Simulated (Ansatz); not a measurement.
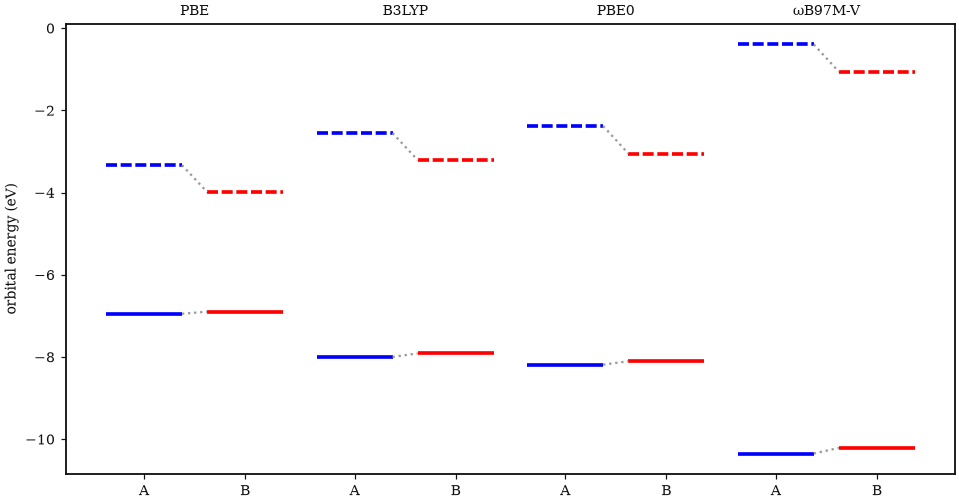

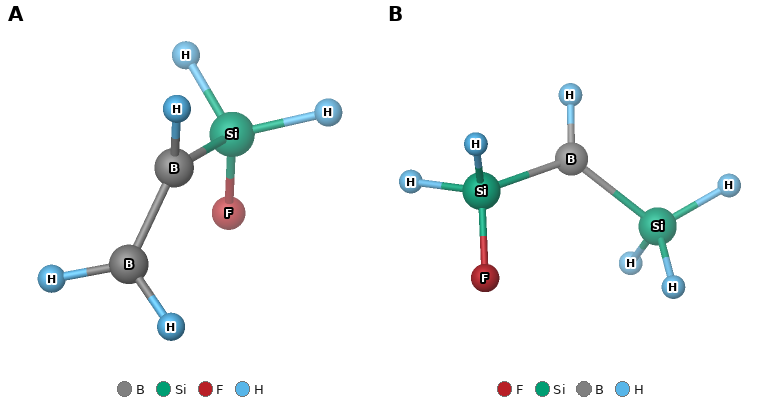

One change: A, B₂SiH₅F (SMILES BB[SiH2]F), becomes B, BSi₂H₆F (SMILES F[SiH2]B[SiH3]). BH₂ on B is replaced by SiH₃. HOMO (solid) and LUMO (dashed) computed in def2-TZVPP at PBE0-D4/def2-TZVP geometries, both minima by their frequencies, gas phase, the Ansatz code 0.2.0.

> What does the change do to HOMO and LUMO?

PBE: the HOMO rises by 0.05 eV, the LUMO falls by 0.66 eV, and the separation goes from 3.62 to 2.91 eV. B3LYP: the HOMO rises by 0.09 eV, the LUMO falls by 0.66 eV, and the separation goes from 5.45 to 4.70 eV. PBE0: the HOMO rises by 0.08 eV, the LUMO falls by 0.67 eV, and the separation goes from 5.81 to 5.05 eV. ωB97M-V: the HOMO rises by 0.14 eV, the LUMO falls by 0.67 eV, and the separation goes from 9.95 to 9.15 eV.

> Do the functionals agree on the effect?

They agree on the direction for both levels; the HOMO shift lies between 0.05 and 0.14 eV and the LUMO shift between −0.67 and −0.66 eV, while the separations themselves differ by up to 6.3 eV between functionals.

Caveats: one conformer of each flexible molecule.
